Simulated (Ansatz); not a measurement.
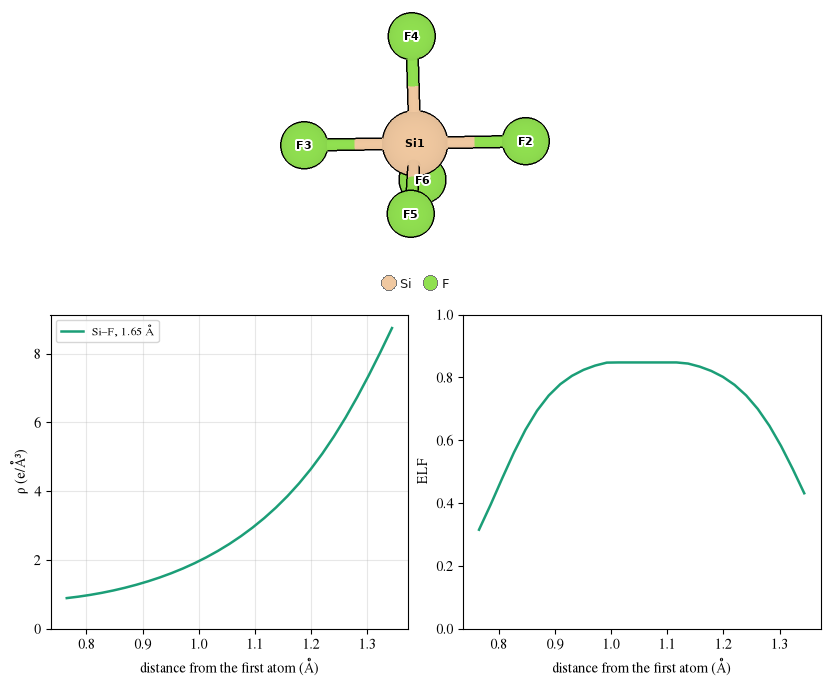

The picture shows: F5Si (charge −1). Electron density and ELF along straight lines between neighbouring atoms. The curves leave out the atomic cores. The structure is drawn too.

Geometry: PBE0-D4/def2-SVPD.

These are results of RKS PBE0-D4/def2-TZVPD in Ansatz, not measurements.

```csv
atom,x (Å),y (Å),z (Å)
Si,0.0001,0.0001,0.0000
F,-0.0174,-0.0056,1.6879
F,0.0186,0.0071,-1.6879
F,1.6542,0.0101,0.0177
F,-0.8382,1.4262,-0.0036
F,-0.8173,-1.4379,-0.0141
```

> What can be read from the curves?

Si–F (1.65 Å): the density is about 1 e/Å³ at the midpoint; the ELF peaks at about 0.85 in the valence shell of F, 0.6 Å from its nucleus, and is about 0.55 at the midpoint.
